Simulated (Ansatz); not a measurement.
## What TaInS3 (model cell, started as cubic perovskite with Ta in the octahedra) distorts into

Which phase does TaInS3 (model cell, started as cubic perovskite with Ta in the octahedra) fall into along its unstable mode, and how much energy does it gain?

Program: Ansatz 0.2.0. Level of theory: DFT PBE, scalar-relativistic, plane waves, PAW; PAW set soft_1. Results are calculated unless marked as measured.

The structure was built from a prototype and need not be the compound's stable phase.

### Step 1. The starting structure

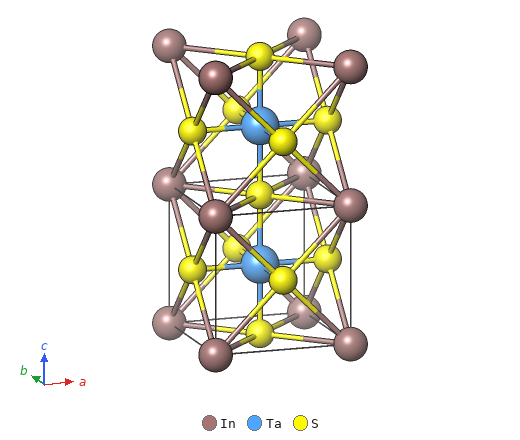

The cell as given, slightly off an axis (indium brown, tantalum blue, sulfur yellow). 1×1×2 cells are drawn. Some periodic images of atoms are drawn too.

### Step 2. Phonons on a q mesh

The cell comes from relaxations at this level that are not shown. Stability and thermal properties need the whole zone. Linear response on a 2×2×2 q mesh gives force constants as far as a supercell of that size would.

File input.yaml:

```yaml
crystal:
  lattice:
    - [4.8575955774, 0.0, 0.0]
    - [0.0, 4.8575955774, 0.0]
    - [0.0, 0.0, 4.8575955774]
  atoms:
    - { symbol: In, position: [0.0, 0.0, 0.0] }
    - { symbol: Ta, position: [0.5, 0.5, 0.5] }
    - { symbol: S, position: [0.5, 0.5, 0.0] }
    - { symbol: S, position: [0.5, 0.0, 0.5] }
    - { symbol: S, position: [0.0, 0.5, 0.5] }
kpoints:
  mp_grid: { grid: [8, 8, 8] }
hamiltonian:
  xc: pbe
  pseudopotentials: { kind: paw, azcp: { folder: soft_1 } }
scf:
  occupations: { method: methfessel_paxton, width: 0.2 }
output:
  eigenvalues: true
phonons:
  method: dfpt
  qmesh: [2, 2, 2]
  temperatures: { t_max: 1000, t_step: 50 }
  qpath:
    path:
      - [[0.0, 0.0, 0.0], [0.0, 0.5, 0.0], [0.5, 0.5, 0.0], [0.0, 0.0, 0.0], [0.5, 0.5, 0.5], [0.0, 0.5, 0.0]]
      - [[0.5, 0.5, 0.5], [0.5, 0.5, 0.0]]
    npoints: 10
```

Launch:

```sh
> ansatz run input.yaml --threads 4 --pin off --max-ram 16384MiB --backend cpu --events-out ev --progress --plain --runs-dir out
```

Numbers of over 12 decimals in the logs are rounded to 6 here.

Log:

```text
Engine: ansatz 0.2.0, aarch64-unknown-linux-gnu
Pseudopotentials: kind: paw
Pseudopotential: In, paw, valence charge 13, recommended cutoff 420 eV (normal), soft_1/In.paw.azcp
Pseudopotential: Ta, paw, valence charge 13, recommended cutoff 420 eV (normal), soft_1/Ta.paw.azcp
Pseudopotential: S, paw, valence charge 6, recommended cutoff 420 eV (normal), soft_1/S.paw.azcp
Functional definition: PBE
  parameter kappa = 0.804
  parameter beta = 0.066725
  exchange = pbe_x(kappa = kappa, mu = beta*pi^2/3)
  correlation = pbe_c(beta = beta)
Crystal: 5 atoms, lattice volume = 114.621 Å³
Basis set: ecut = 420 eV, 2205 PW (Γ), exchange–correlation on 72×72×72 points (8 copies of the dense FFT grid, shifted against one another)
Bands: 27, of which v1, the nominal top of the filled ones, is band 22 counted from 1 (21 counted from 0)
Symmetry: 48 space group operations
k-points: 35 of 512
Non-local potential: In, projectors of the file, l = 0: 2, l = 1: 2, l = 2: 2, l = 3: 1
Non-local potential: Ta, projectors of the file, l = 0: 3, l = 1: 2, l = 2: 2, l = 3: 1
Non-local potential: S, projectors of the file, l = 0: 2, l = 1: 2, l = 2: 1
PAW form: soft (Blöchl's): semilocal exchange-correlation on the pseudo side does not see the compensation charge
PAW one-centre angular grid: In, 590 points (default); XC on 64 Gauss nodes
PAW one-centre angular grid: Ta, 590 points (default); XC on 64 Gauss nodes
PAW one-centre angular grid: S, 110 points (default); XC on 64 Gauss nodes
Initial density: superposition of atomic densities (chi_scale 0.1, normalization cell, long waves kept (reshape's long-wave potential 0.00 eV rms))
Initial wavefunctions: pseudopotential atomic-orbital guess
Functional: x = pbe(κ = 0.804, μ = 0.219515), c = pbe(β = 0.066725)
SCF iter   1: F=—  HF=-18240.417888 eV  |F-HF|=—  |Δ(HF+E_count)|=         —  Δρ=2.55e-2  dr2=6.60e-1  ethr=3.10e-3  ⟨swp⟩=6.5  Hψ=4403  notcnv=0
preconditioner: auto → Kerker (q_TF=auto, 2.326 Å⁻¹)  [metal: Δε(μ)=0.130 eV  Ē_g=9.854 eV  σ=0.200 eV  W_gap=0.48  n_scr=26 (ndim 8)  ℏωp=20.8 eV  f_vac=0.000  D(μ)=1.49/eV (n_scr^D=6)]
SCF iter   2: F=—  HF=-18240.300221 eV  |F-HF|=—  |Δ(HF+E_count)|=   1.18e-1  S|Δr|=    0.00e0  Δρ=1.55e-2  dr2=2.82e-1  ethr=1.50e-3  ⟨swp⟩=1.0  Hψ=1226  notcnv=0
SCF iter   3: F=—  HF=-18240.238601 eV  |F-HF|=—  |Δ(HF+E_count)|=   6.16e-2  S|Δr|=    0.00e0  Δρ=3.08e-3  dr2=1.99e-2  ethr=6.40e-4  ⟨swp⟩=2.5  Hψ=1418  notcnv=0
SCF iter   4: F=—  HF=-18240.237203 eV  |F-HF|=—  |Δ(HF+E_count)|=   1.40e-3  S|Δr|=    0.00e0  Δρ=1.26e-3  dr2=3.67e-3  ethr=4.52e-5  ⟨swp⟩=2.5  Hψ=1690  notcnv=0  defer=10
SCF iter   5: F=—  HF=-18240.237576 eV  |F-HF|=—  |Δ(HF+E_count)|=   3.73e-4  S|Δr|=    0.00e0  Δρ=3.93e-4  dr2=4.98e-4  ethr=8.33e-6  ⟨swp⟩=2.0  Hψ=1235  notcnv=0  defer=10
SCF iter   6: F=—  HF=-18240.237615 eV  |F-HF|=—  |Δ(HF+E_count)|=   3.88e-5  S|Δr|=    0.00e0  Δρ=9.44e-5  dr2=1.13e-5  ethr=1.13e-6  ⟨swp⟩=2.0  Hψ=1284  notcnv=0  defer=12
SCF iter   7: F=—  HF=-18240.237618 eV  |F-HF|=—  |Δ(HF+E_count)|=   3.34e-6  S|Δr|=    0.00e0  Δρ=2.21e-5  dr2=5.12e-7  ethr=2.57e-8  ⟨swp⟩=2.0  Hψ=1566  notcnv=0  defer=13
SCF iter   8: F=—  HF=-18240.237617 eV  |F-HF|=—  |Δ(HF+E_count)|=   1.34e-6  S|Δr|=    0.00e0  Δρ=4.63e-6  dr2=3.57e-8  ethr=1.16e-9  ⟨swp⟩=2.0  Hψ=1412  notcnv=0  defer=18
SCF iter   9: F=—  HF=-18240.237617 eV  |F-HF|=—  |Δ(HF+E_count)|=   1.51e-8  S|Δr|=    0.00e0  Δρ=8.37e-7  dr2=7.96e-10  ethr=8.12e-11  ⟨swp⟩=2.4  Hψ=1556  notcnv=0  defer=18
SCF iter  10: F=—  HF=-18240.237617 eV  |F-HF|=—  |Δ(HF+E_count)|=  4.37e-11  S|Δr|=    0.00e0  Δρ=1.01e-7  dr2=1.24e-11  ethr=1.81e-12  ⟨swp⟩=2.4  Hψ=1629  notcnv=0  defer=18
SCF iter  11: F=-18240.237617 eV  HF=-18240.237617 eV  |F-HF|=0.00e0  |Δ(HF+E_count)|=  1.09e-11  S|Δr|=    0.00e0  Δρ=3.11e-8  dr2=1.69e-12  ethr=1.00e-12  ⟨swp⟩=9.5  Hψ=4938  notcnv=0
SCF 1 converged in 11 iterations: F = -18240.237617 eV  dr2 = 1.69e-12
  greatest PAW one-centre occupation: 0.999 electrons in one spin orbital (limit 2), on the Ta atom at site 1 (counted from 0), in its partial waves of l = 0
Initial density: read from a saved state, or passed on in memory by an earlier SCF of this step, an earlier step, the calling program or the single point that the run made first
iter 1 solved again at ethr=1.81e-6 eV; its pass at ethr=3.10e-3 eV (dr2=7.98e-4 eV) is discarded
SCF iter   1: F=—  HF=-18240.237616 eV  |F-HF|=—  |Δ(HF+E_count)|=         —  Δρ=1.66e-6  dr2=1.96e-9  ethr=1.81e-6  ⟨swp⟩=3.1  Hψ=6972  notcnv=0
eigensolver tolerance schedule: the retry pair's looser diagonalisation over-reported the residual by 406257.66 of it (diagonalisation noise at an unbounded share of the residual, at the tolerance the schedule requests for it); recorded, not acted on — ethr = c·dr2/N_el stays at c = 1.0e-1
preconditioner: auto → Kerker (q_TF=auto, 2.326 Å⁻¹)  [metal: Δε(μ)=0.122 eV  Ē_g=9.751 eV  σ=0.200 eV  W_gap=0.48  n_scr=26 (ndim 8)  ℏωp=20.8 eV  f_vac=0.000  D(μ)=1.10/eV (n_scr^D=6)]
SCF iter   2: F=—  HF=-18240.237617 eV  |F-HF|=—  |Δ(HF+E_count)|=   1.10e-6  S|Δr|=    0.00e0  Δρ=7.41e-7  dr2=3.72e-10  ethr=4.46e-12  ⟨swp⟩=5.1  Hψ=3174  notcnv=0
SCF iter   3: F=—  HF=-18240.237617 eV  |F-HF|=—  |Δ(HF+E_count)|=  5.46e-11  S|Δr|=    0.00e0  Δρ=5.08e-7  dr2=1.77e-10  ethr=1.00e-12  ⟨swp⟩=1.1  Hψ=951  notcnv=0
SCF iter   4: F=—  HF=-18240.237617 eV  |F-HF|=—  |Δ(HF+E_count)|=  2.91e-11  S|Δr|=    0.00e0  Δρ=2.80e-7  dr2=5.58e-11  ethr=1.00e-12  ⟨swp⟩=1.0  Hψ=945  notcnv=0
SCF iter   5: F=—  HF=-18240.237617 eV  |F-HF|=—  |Δ(HF+E_count)|=  1.09e-11  S|Δr|=    0.00e0  Δρ=1.67e-7  dr2=2.02e-11  ethr=1.00e-12  ⟨swp⟩=1.0  Hψ=945  notcnv=0
SCF iter   6: F=-18240.237617 eV  HF=-18240.237617 eV  |F-HF|=0.00e0  |Δ(HF+E_count)|=    0.00e0  S|Δr|=    0.00e0  Δρ=9.61e-8  dr2=6.67e-12  ethr=1.00e-12  ⟨swp⟩=2.4  Hψ=2024  notcnv=0
SCF 2 converged in 6 iterations: F = -18240.237617 eV  dr2 = 6.67e-12
phonons: the bands overlap, so this run is a metal and interpolates without the dipole-dipole term. If the crystal is really an insulator or semiconductor, its LO-TO splitting is missing
NSCF: frozen V_eff on 35 k-points
NSCF: frozen V_eff on 125 k-points
DFPT response loops at q = (0, 0, 0) (fractional): preconditioner auto → Kerker (q_TF=auto, 2.326 Å⁻¹) (partly filled bands, converged f_vac=0.000); β = 1.00, the filter's whole step (`scf.mixing.beta` (0.50) is not read by the response loops under this deck's `scf.mixing.preconditioner`; to damp them name `kerker` or `kerker_dos`, under which they read `scf.mixing.beta`, and type it under 1.00, their step now; both keys bind the ground state too); Broyden in place of MSR1
NSCF: frozen V_eff on 250 k-points
DFPT response loops at q = (0, 0, -0.5) (fractional): mixed as the last ones told, above
NSCF: frozen V_eff on 250 k-points
DFPT response loops at q = (0, -0.5, -0.5) (fractional): mixed as the last ones told, above
NSCF: frozen V_eff on 250 k-points
DFPT response loops at q = (-0.5, -0.5, -0.5) (fractional): mixed as the last ones told, above
SCF converged after 11 iterations
Stability not checked: this state was not tested for a lower state beside it, because cold or Methfessel-Paxton smearing, or corrected tetrahedra, fill the levels in a way that the test cannot read (fill_not_monotonic; see scf.lower_state_search)
Free energy (F): -18240.237617 eV
Harris-Foulkes:  -18240.237617 eV  (|F-HF|=0.00e0)
Internal energy: -18240.245717 eV  (E = F + TS)
E sigma→0 (E₀):  -18240.239642 eV
Entropy (-TS):   0.008100 eV (1.620 meV/atom)
Fermi energy:    7.700512 eV
Step filling:    the computed levels leave a gap of 0.0011 eV = 0.0 smearing widths at the electron count; against every level under it full and every level over it empty, smearing changes F+E_penalty+E_count by +3.425 meV and its σ→0 estimate by +1.400 meV
--- Per-component energies (eV) ---
  E_band       = -279.114771
  E_kinetic    = 918.702680
  E_local      = -2512.121199  (includes V_loc(G=0)·N_el)
  E_nonlocal   = 419.220120
  E_hartree    = 931.852018
  E_xc         = -730.493346
  E_vxc        = -569.833372  (∫ρ·V_xc dr)
  E_paw        = -14332.945052  (= ΣΔE_a)
  E_vpaw       = -398.787302  (= ΣTr[D̂ρ^β])
  E_aug_tail   = 0.000238  (compensation charges beyond the density's cutoff)
  E_ewald      = -2934.461176
  E_smearing   = 0.008100  (= −TS)
  E_closure    = 0.000000  (closes the sum)
  Σ components = -18240.237617   (vs F -18240.237617, Δ=0.00e0)
--- Band table (eV; the first three rows and the last of 35) ---
  k-point 0: bands = [... 18 lower, 6.4344, 6.8434, 6.8434, 6.8434, 7.2211, 7.2211, 7.2211, 9.6216, ... 1 higher]
  k-point 1: bands = [... 18 lower, 6.3686, 6.5296, 6.7309, 6.7309, 7.2278, 7.9000, 7.9000, 9.6273, ... 1 higher]
  k-point 2: bands = [... 18 lower, 6.2192, 6.7618, 6.7618, 6.7830, 7.2443, 8.8268, 8.8268, 9.6392, ... 1 higher]
  k-point 34: bands = [... 18 lower, 4.5948, 7.7476, 7.7476, 7.7476, 10.0769, 10.0769, 10.0769, 13.8194, ... 1 higher]
--- Phonons (Γ-DFPT): 4 representative perturbations + reference (Σ response iterations 12) ---
  ASR residual: 1.073e-5 → 0.000e0 eV/Å²; symmetrization residual: 6.877e-6 eV/Å²
  ASR residual per site (eV/Å²): 9.95e-6 7.25e-6 1.07e-5 1.07e-5 1.07e-5
  Γ frequencies (cm⁻¹): -42.99 -42.99 -42.99 0.00 0.00 0.00 26.25 26.25 26.25 112.39 112.39 112.39 301.72 301.72 301.72
--- Phonons (arbitrary-q DFPT): 4 irreducible q on the 2×2×2 mesh ---
  q = [0.0000, 0.0000, 0.0000] (star 1, of the zone-centre solve; hermiticity 1.62e-6, symmetrization 6.37e-13): -42.99 -42.99 -42.99 -0.00 -0.00 0.00 26.25 26.25 26.25 112.39 112.39 112.39 301.72 301.72 301.72
  q = [0.0000, 0.0000, -0.5000] (star 3, 9 solved perturbations in 975 linear systems a pass and spin channel, the states on 125 of 512 k-point pairs; hermiticity 9.03e-7, symmetrization 8.39e-14): -19.78 -19.78 18.98 18.98 42.36 72.37 72.37 123.49 136.04 136.04 136.26 180.40 286.49 286.49 417.15
  q = [0.0000, -0.5000, -0.5000] (star 3, 9 solved perturbations in 975 linear systems a pass and spin channel, the states on 125 of 512 k-point pairs; hermiticity 1.78e-6, symmetrization 8.21e-14): -92.34 -26.64 14.56 14.56 25.77 125.33 125.33 127.77 127.77 168.36 168.36 185.39 201.93 271.55 451.00
  q = [-0.5000, -0.5000, -0.5000] (star 1, 4 solved perturbations in 350 linear systems a pass and spin channel, the states on 125 of 512 k-point pairs; hermiticity 7.73e-7, symmetrization 1.68e-12): -101.39 -101.39 -95.20 -95.20 -95.20 23.27 23.27 23.27 156.97 156.97 156.97 190.68 190.68 190.68 477.07
  sum rule: each row above includes the acoustic sum rule's correction from the zone centre's row sums; it moved no ω² by more than (0.30 cm⁻¹)²
  mesh force constants: q→R imaginary residual 6.56e-18; ASR residual 1.073e-5 → 0.000e0 eV/Å²; symmetrization residual 8.882e-15 eV/Å²
  interpolated dispersion: 62 rows × 15 modes
  density of states and harmonic sums: on the 14×14×14 q-mesh, interpolated from the force constants of a 2×2×2 supercell (no non-analytic term)
  largest difference from the sums on the solved wave vectors: F 3.51e-1 eV, S 4.73e-4 and C_V 1.23e-4 eV/K
  zero-point energy: 0.117166 eV/cell   skipped modes (ω ≤ 0): 199, of them read as no rigid motion or as one in doubt: 196 (1.455e0 modes/cell left out, lowest -101.39 cm⁻¹)   left out of the sums: 9.71e-2 of the cell's modes: C_V's classical limit lies that fraction below 3 k_B per atom; for a crystal, a wire or a layer, F and S can be off by more, and a phonons.interpolated_qmesh denser along its periods is the remedy for the sampling
```

The job ended after 3.8 min (4 threads of Arm Neoverse V1, shared host; peak memory 1.2 GiB; 15 min of CPU time).

Numbers from this step:

```
volume per atom                                                    : 22.92 Å³
gap on the k-mesh                                                  : 0 eV
sum-rule residual before enforcement                               : 1.07e-5 eV/Å²
lowest frequency on the path                                       : -101.4 cm⁻¹
point group                                                        : m-3m
highest frequency                                                  : 477.1 cm⁻¹
highest optical zone-centre mode (no LO-TO term)                   : 301.7 cm⁻¹
lowest optical zone-centre mode                                    : -42.99 cm⁻¹
lowest mode on the q mesh (acoustic ones at the zone centre apart) : -101.4 cm⁻¹
```

Frequencies (cm⁻¹) solved at each irreducible wavevector; negative means imaginary. Frequencies by wavevector, by row:

| q in reciprocal lattice units | star | mode 1 | mode 2 | mode 3 | mode 4 | mode 13 | mode 14 | mode 15 |
| --- | --- | --- | --- | --- | --- | --- | --- | --- |
| 0 0 0 | 1 | -43 | -43 | -43 | 0 | 301.7 | 301.7 | 301.7 |
| 0 0 -0.5 | 3 | -19.8 | -19.8 | 19 | 19 | 286.5 | 286.5 | 417.1 |
| 0 -0.5 -0.5 | 3 | -92.3 | -26.6 | 14.6 | 14.6 | 201.9 | 271.6 | 451 |
| -0.5 -0.5 -0.5 | 1 | -101.4 | -101.4 | -95.2 | -95.2 | 190.7 | 190.7 | 477.1 |

Interpolated from a 2×2×2 q mesh. The phonon branches at the labelled points (cm⁻¹):

| point | branch 1 | branch 2 | branch 3 | branch 4 | branch 12 | branch 13 | branch 14 | branch 15 |
| --- | --- | --- | --- | --- | --- | --- | --- | --- |
| Γ | -43 | -43 | -43 | 0 | 112 | 302 | 302 | 302 |
| X | -20 | -20 | 19 | 19 | 180 | 286 | 286 | 417 |
| M | -92 | -27 | 15 | 15 | 185 | 202 | 272 | 451 |
| Γ | -43 | -43 | -43 | 0 | 112 | 302 | 302 | 302 |
| R | -101 | -101 | -95 | -95 | 191 | 191 | 191 | 477 |
| X | -20 | -20 | 19 | 19 | 180 | 286 | 286 | 417 |
| jump to R | -101 | -101 | -95 | -95 | 191 | 191 | 191 | 477 |
| M | -92 | -27 | 15 | 15 | 185 | 202 | 272 | 451 |

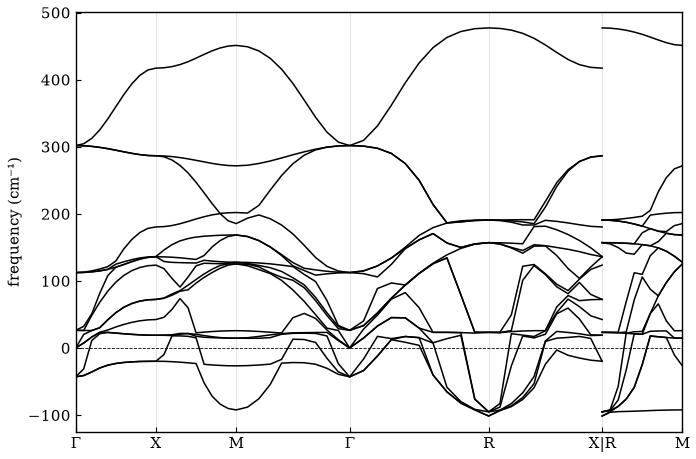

Phonon branches along the path.

Symmetry leaves 4 wavevectors to solve. The lowest mode among them, the acoustic zeros apart, lies at q = (-0.5, -0.5, -0.5) and is imaginary, 101.4i cm⁻¹, so the energy falls along it.

### Step 3. The mode frozen in, largest atomic shift 0 Å

The mode followed lies at q = (-0.5, -0.5, -0.5) with frequency 95.2i cm⁻¹ and is 3-fold degenerate, one of the unstable modes though not the softest. At small amplitude the distorted cell has space group no. 167 by a symmetry search on the positions. The undistorted cell that holds it gives the zero of energy on the same k mesh.

System of this step: TaInS3 (model cell, started as cubic perovskite with Ta in the octahedra). Symmetry: Pm-3m, No. 221, cubic system. Conventional cell: a = 4.858 Å, b = 4.858 Å, c = 4.858 Å, α = 90.00°, β = 90.00°, γ = 90.00°. Nearest to In lie 12 S at 3.43 Å. Ta has 6 S at 2.43 Å nearest. Nearest to S lie 2 Ta at 2.43 Å. Farther neighbours and most contacts between anions are not listed.

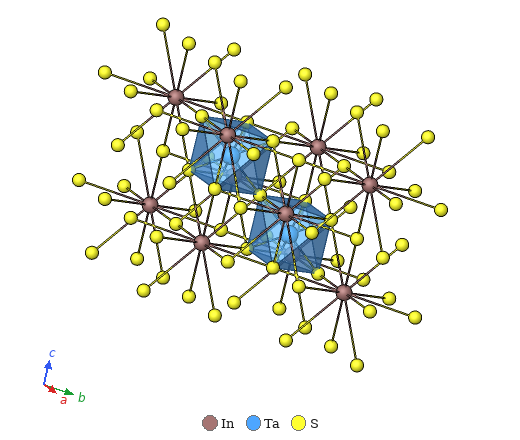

The cell of this step (indium brown, tantalum blue, sulfur yellow). Some periodic images of atoms are drawn too.

input.yaml, the sections that differ from step 2:

```yaml
crystal:
  lattice:
    - [4.8575955774, 4.8575955774, 0.0]
    - [4.8575955774, 0.0, 4.8575955774]
    - [4.8575955774, 0.0, -4.8575955774]
  atoms:
    - { symbol: In, position: [0.0, 0.0, 1.0] }
    - { symbol: In, position: [0.0, 0.5, 0.5] }
    - { symbol: Ta, position: [0.5, 0.25, 0.75] }
    - { symbol: Ta, position: [0.5, 0.75, 0.25] }
    - { symbol: S, position: [0.5, 0.0, 1.0] }
    - { symbol: S, position: [0.5, 0.5, 0.5] }
    - { symbol: S, position: [0.0, 0.0, 0.5] }
    - { symbol: S, position: [0.0, 0.5, 0.0] }
    - { symbol: S, position: [0.5, 0.0, 0.5] }
    - { symbol: S, position: [0.5, 0.5, 0.0] }
output:
  forces: true
  stress: true
  eigenvalues: true
# kpoints, hamiltonian, scf: as in step 2
# phonons: removed
```

Log:

```text
[...]
Crystal: 10 atoms, lattice volume = 229.242 Å³
Basis set: ecut = 420 eV, 4477 PW (Γ), exchange–correlation on 96×96×96 points (8 copies of the dense FFT grid, shifted against one another)
Bands: 54, of which v1, the nominal top of the filled ones, is band 44 counted from 1 (43 counted from 0)
Symmetry: 96 space group operations
[...]
k-points: 29 of 512
[...]
k-point 0: bands = [... 40 lower, 6.8417, 7.2450, 7.2450, 7.2450, 7.7396, 7.7396, 7.7396, 9.6475, ... 6 higher]
  k-point 1: bands = [... 40 lower, 6.6796, 7.6309, 7.6309, 7.6326, 7.6326, 7.6393, 7.6751, 9.8986, ... 6 higher]
  k-point 2: bands = [... 40 lower, 6.5843, 7.3475, 7.3475, 7.5005, 8.1973, 8.1973, 8.2321, 9.5772, ... 6 higher]
  k-point 28: bands = [... 40 lower, 6.7749, 6.7749, 7.2837, 7.2837, 8.9086, 8.9086, 9.9940, 9.9940, ... 6 higher]
[key lines of the parts left out:]
SCF converged after 8 iterations
Free energy (F): -36480.459503 eV
Fermi energy:    7.667878 eV
P = ⅓ Tr σ = -0.0568 GPa (-0.568 kbar)
```

Run time: 5.3 s. Hardware: 4 threads; peak memory 0.76 GiB; 20 s of CPU time.

Numbers from this step:

* pressure: -0.05682 GPa
* energy from the undistorted cell: 0 meV/atom

The run ends at a pressure of -0.06 GPa.

### Step 4. The mode frozen in, largest atomic shift 0.6 Å

The atoms are moved along the unstable eigenvector, the largest shift by 0.6 Å, with the cell fixed.

input.yaml, the sections that differ from step 3:

```yaml
crystal:
  lattice:
    - [4.8575955774, 4.8575955774, 0.0]
    - [4.8575955774, 0.0, 4.8575955774]
    - [4.8575955774, 0.0, -4.8575955774]
  atoms:
    - { symbol: In, position: [0.0, 0.0, 1.0] }
    - { symbol: In, position: [0.0, 0.5, 0.5] }
    - { symbol: Ta, position: [0.5, 0.25, 0.75] }
    - { symbol: Ta, position: [0.5, 0.75, 0.25] }
    - { symbol: S, position: [0.587340344, 0.0, 1.0] }
    - { symbol: S, position: [0.412659656, 0.5, 0.5] }
    - { symbol: S, position: [0.0, 0.087340344, 0.5] }
    - { symbol: S, position: [0.0, 0.412659656, 0.0] }
    - { symbol: S, position: [0.587340344, -0.087340344, 0.5] }
    - { symbol: S, position: [0.412659656, 0.587340344, 0.0] }
# kpoints, hamiltonian, scf, output: as in step 3
```

Log:

```text
[...]
Crystal: 10 atoms, lattice volume = 229.242 Å³
Basis set: ecut = 420 eV, 4477 PW (Γ), exchange–correlation on 96×96×96 points (8 copies of the dense FFT grid, shifted against one another)
Bands: 54, of which v1, the nominal top of the filled ones, is band 44 counted from 1 (43 counted from 0)
Symmetry: 12 space group operations
[...]
k-points: 65 of 512
[...]
k-point 0: bands = [... 40 lower, 6.8781, 7.0848, 7.3445, 7.7751, 7.7751, 7.8720, 8.3772, 9.2259, ... 6 higher]
  k-point 1: bands = [... 40 lower, 6.9281, 6.9281, 7.3919, 7.9059, 8.0275, 8.0275, 8.6952, 9.3168, ... 6 higher]
  k-point 2: bands = [... 40 lower, 6.8747, 6.8747, 7.4772, 7.9794, 8.4827, 8.4827, 9.2041, 9.4728, ... 6 higher]
  k-point 64: bands = [... 40 lower, 6.5451, 6.5620, 7.2916, 7.6657, 8.2505, 9.1817, 9.4040, 9.4879, ... 6 higher]
[key lines of the parts left out:]
SCF converged after 9 iterations
Free energy (F): -36480.939756 eV
Fermi energy:    8.146621 eV
P = ⅓ Tr σ = -5.0084 GPa (-50.084 kbar)
```

The job ended after 12 s (4 threads; peak memory 0.96 GiB).

Numbers from this step:

* pressure: -5.008 GPa
* energy from the undistorted cell: -48.29 meV/atom

The energy, extrapolated to zero smearing, is -48.29 meV/atom against the undistorted cell.

The run ends at a pressure of -5.01 GPa, with forces up to 0.078 eV/Å.

(Continued in part 2 of 3.)

[Logs are printed without paths, hosts, clocks, repeated set-up lines and the standing remarks that a program may print on its own settings, such as how far it seeks lower states.]

[Hosts, paths, dates, database ids (printed as entryN), source tags and the programs' standing remarks are cut or masked in the printed files.]
